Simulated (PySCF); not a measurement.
```xyz
17
charge 0, multiplicity 1
O    -3.1938    0.0675   -0.4236
C    -2.4399   -0.5861    0.2137
Cl   -3.0635   -1.6198    1.5241
C    -0.9596   -0.6539    0.1426
C    -0.2866    0.2455   -0.9037
C     0.6287    0.8189    0.1949
Si    2.4274    0.2029    0.1306
C    -0.2459    0.1379    1.2633
H    -0.6373   -1.6945    0.1082
H     0.2031   -0.2805   -1.7208
H    -0.9817    0.9741   -1.3179
H     0.5994    1.9077    0.2510
H     3.0613    0.7567   -1.0652
H     3.1133    0.6437    1.3448
H     2.4188   -1.2604    0.0642
H     0.2645   -0.4735    2.0039
H    -0.9152    0.8257    1.7779
```

Work out the structure from the coordinates.

Formula C₅H₉ClOSi. Its SMILES string is `O=C(Cl)[C@H]1C[C@H]([SiH3])C1`. Independent rings (smallest set): 1 of 4 members. Among its groups: C–Cl bond, Si–H bond. This geometry has C1 symmetry. Coordination, clear cases only: 1 C trigonal planar; 1 Si tetrahedral.

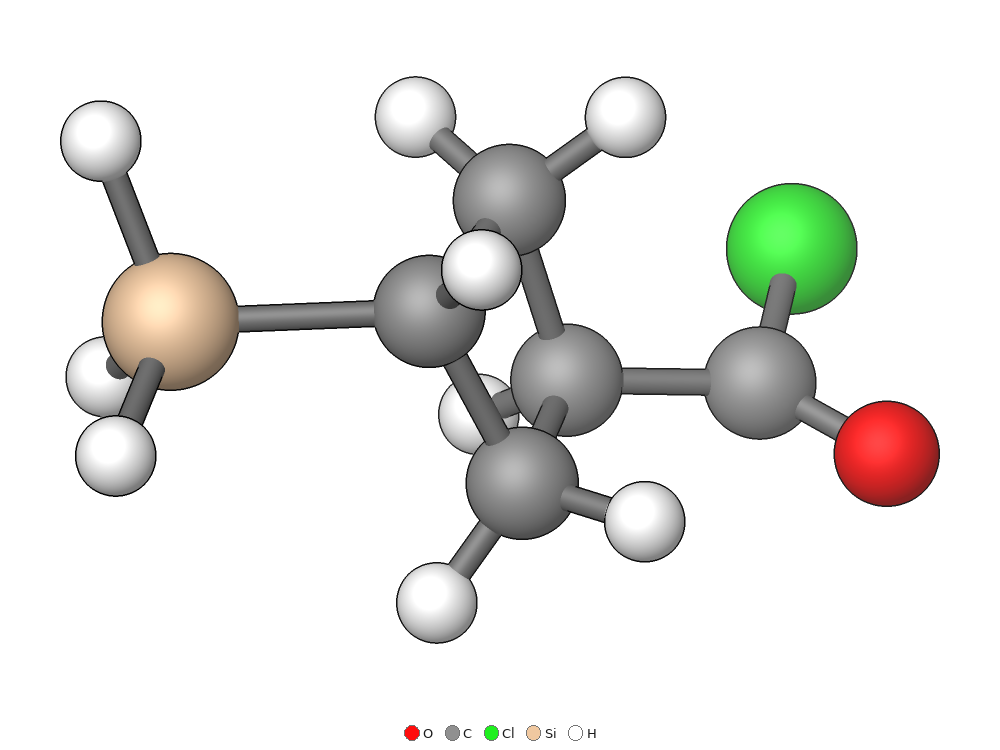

Figure made from data computed with PySCF.
